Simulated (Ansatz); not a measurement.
## Electronic structure of FH₇O₃Si₃···H₄OSi in real space

Input file:

```
crystal:
  periodic: [false, false, false]
  atoms:
    - {symbol: Si, position_ang: [-1.061128, 0.815180, 1.218966]}
    - {symbol: O, position_ang: [-0.157217, 0.207820, -1.946085]}
    - {symbol: Si, position_ang: [0.745238, -1.141082, -2.202389]}
    - {symbol: O, position_ang: [-0.103006, 2.014572, 0.774046]}
    - {symbol: Si, position_ang: [1.233972, 2.473923, -0.072786]}
    - {symbol: O, position_ang: [-0.222112, -0.497654, 1.580639]}
    - {symbol: Si, position_ang: [-0.154180, -2.123239, 1.807238]}
    - {symbol: F, position_ang: [-1.890037, 1.311941, 2.471739]}
    - {symbol: H, position_ang: [-0.987170, 0.130872, -1.455415]}
    - {symbol: O, position_ang: [-2.131569, 0.398630, 0.047739]}
    - {symbol: H, position_ang: [1.325157, -1.669137, -0.935621]}
    - {symbol: H, position_ang: [-0.056154, -2.229638, -2.825931]}
    - {symbol: H, position_ang: [1.847840, -0.741577, -3.107951]}
    - {symbol: H, position_ang: [2.140246, 1.318643, -0.279760]}
    - {symbol: H, position_ang: [0.825141, 3.064696, -1.366569]}
    - {symbol: H, position_ang: [1.927212, 3.500082, 0.745170]}
    - {symbol: H, position_ang: [-0.840077, -2.815519, 0.688120]}
    - {symbol: H, position_ang: [-0.821278, -2.466794, 3.087520]}
    - {symbol: H, position_ang: [1.271760, -2.518335, 1.856359]}
    - {symbol: H, position_ang: [-2.892736, 0.966616, -0.085029]}
basis:
  gaussian: {orbitals: def2-TZVPP}
hamiltonian: {xc: pbe0, dispersion: d4}
output: {orbitals: {seedname: orbitals}}
```

Command:

```sh
ansatz run in.yaml --threads 4 --pin off --events-out ev --progress --plain --max-ram 41984MiB --backend cuda --devices 0, --max-vram 37GiB
```

The product side of a reaction path; geometry: PBE0-D4/def2-TZVP.

Computed with Ansatz 0.2.0, RKS PBE0-D4/def2-TZVPP.

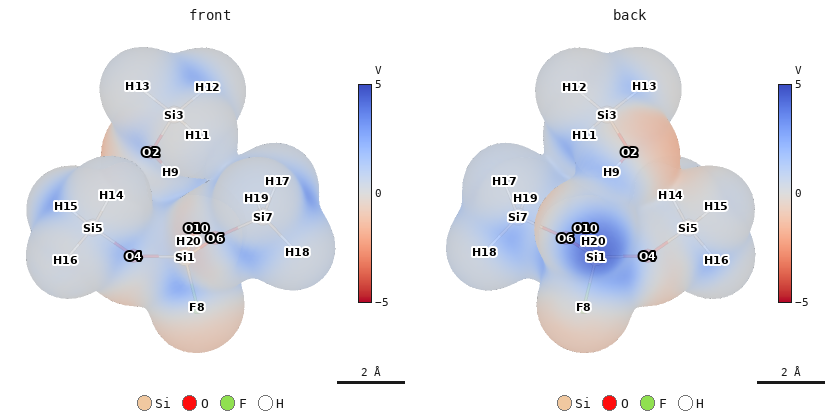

Figure 1. The molecular electrostatic potential painted on the density surface at 0.004 e/bohr³, seen from the front and from behind; red is negative and blue positive.

Describe the electrostatic potential map.

The most negative region (about −1.4 V) lies over O2, the most positive (about +4.0 V) over H20. O2 is the likeliest acceptor of a hydrogen bond.

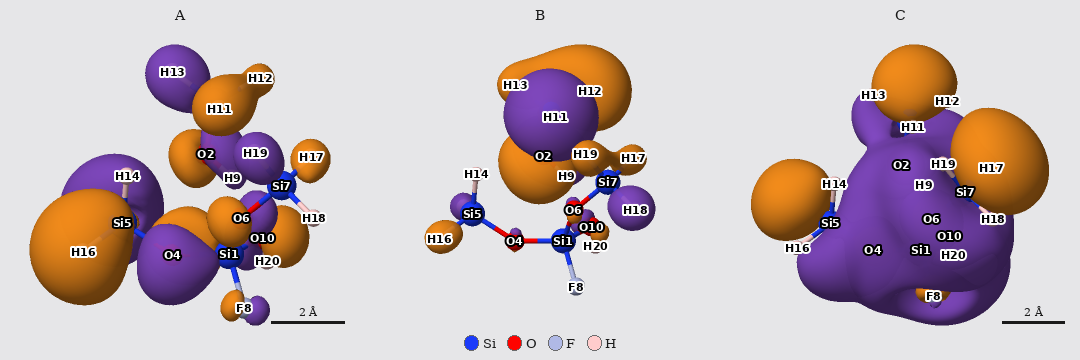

Figure 2. Three frontier orbitals at ±0.04 Å⁻³ᐟ² (orange and purple are the two phases), in no order.

Which picture is the HOMO−1, the HOMO and the LUMO?

A is the HOMO−1 (−9.02 eV). Its weight (Hirshfeld) is mainly on Si5 (about 25 %), O4 (about 20 %), H16 (about 20 %) and H15 (about 20 %). B is the HOMO (−8.64 eV). It lies mainly on O2 (about 40 %), Si3 (about 20 %), H11 (about 20 %) and H12 (about 15 %). C is the LUMO (−0.42 eV). Its weight (Hirshfeld) is mainly on Si7 (about 20 %), Si1 (about 10 %), Si5 (about 10 %), Si3 (about 10 %) and H20 (about 10 %).

What is the HOMO–LUMO gap?

8.22 eV between the orbital energies.

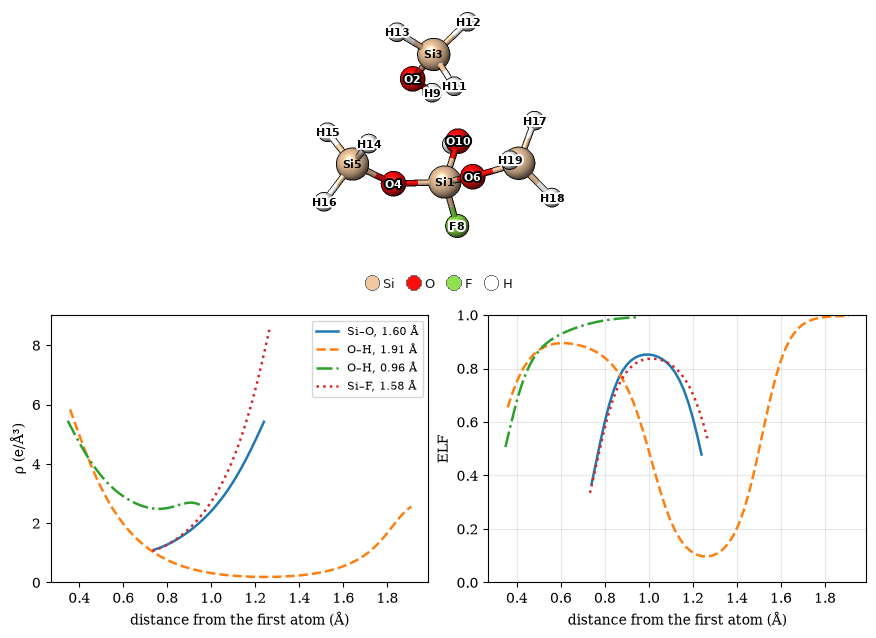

Figure 3. Total electron density and electron localisation function along straight lines between neighbouring atoms. The curves leave out the atomic cores. The structure is drawn too.

Compare the contacts.

Si–O (1.60 Å): the density is about 1.3 e/Å³ at the midpoint; the ELF peaks at about 0.85 between the atoms; a polar covalent bond.
O10···H9 (1.91 Å): the density falls to about 0.19 e/Å³ on the way; the ELF dips to about 0.10 between them (by its geometry a hydrogen bond between the two molecules, with no shared pair).
O–H (0.96 Å): ρ at the midpoint is about 3.8 e/Å³; the ELF climbs to about 1 towards the hydrogen, as it does in any bond to H (a covalent bond by its length).
Si–F (1.58 Å): ρ at the midpoint is about 1.2 e/Å³; the ELF peaks at about 0.85 in the valence shell of F, 0.6 Å from its nucleus, and is about 0.55 at the midpoint.
